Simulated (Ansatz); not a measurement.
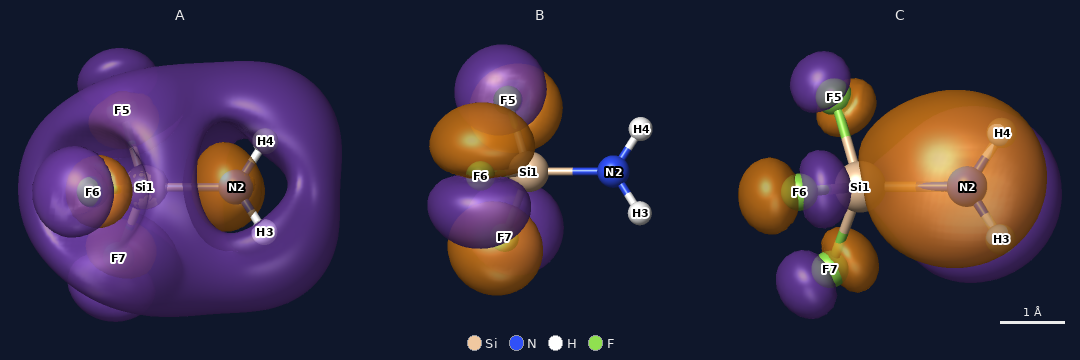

Figure. F3H2NSi. Three frontier orbitals at ±0.06 Å⁻³ᐟ² (orange and purple are the two phases), in no order.

Level of theory: RKS B3LYP-D4/6-31G in Ansatz.

The calculation's input:

```
crystal:
  periodic: [false, false, false]
  atoms:
    - { symbol: Si, position_ang: [0.0, 0.0, 0.0] }
    - { symbol: "N", position_ang: [0.0, 0.0, 1.82] }
    - { symbol: H, position_ang: [-0.877, -0.2713, 2.35] }
    - { symbol: H, position_ang: [0.877, 0.2713, 2.35] }
    - { symbol: F, position_ang: [1.4994, 0.0, -0.5295] }
    - { symbol: F, position_ang: [-0.7489, 1.2974, -0.5295] }
    - { symbol: F, position_ang: [-0.7489, -1.2974, -0.5295] }
basis:
  gaussian: { orbitals: "6-31G" }
hamiltonian:
  xc: b3lyp
  dispersion: d4
relax:
  f_tol: 0.02
  max_steps: 40
output:
  orbitals: {}
```

Command:

```sh
ansatz run input.yaml --threads 1 --pin off --max-ram 2048MiB --backend cpu --events-out ev --progress --plain --runs-dir out
```

The fields are those of the run's last geometry, not of the input's.

Order the three orbitals by energy and name them.

Answer. B is the HOMO−1 (−11.17 eV). By Hirshfeld shares it lies mainly on F6 (about 40 %), F7 (about 30 %) and F5 (about 25 %); largely a combination of lone pairs on F6, F7 and F5. C is the HOMO (−8.58 eV). Its weight (Hirshfeld) is mainly on N2 (about 75 %); largely a lone pair of N2. A is the LUMO (−0.56 eV). It lies mainly on Si1 (about 40 %), N2 (about 15 %), F6 (about 10 %), F7 (about 10 %), F5 (about 10 %) and H4 (about 5 %).

What is the HOMO–LUMO gap?

Answer. 8.02 eV between the orbital energies.
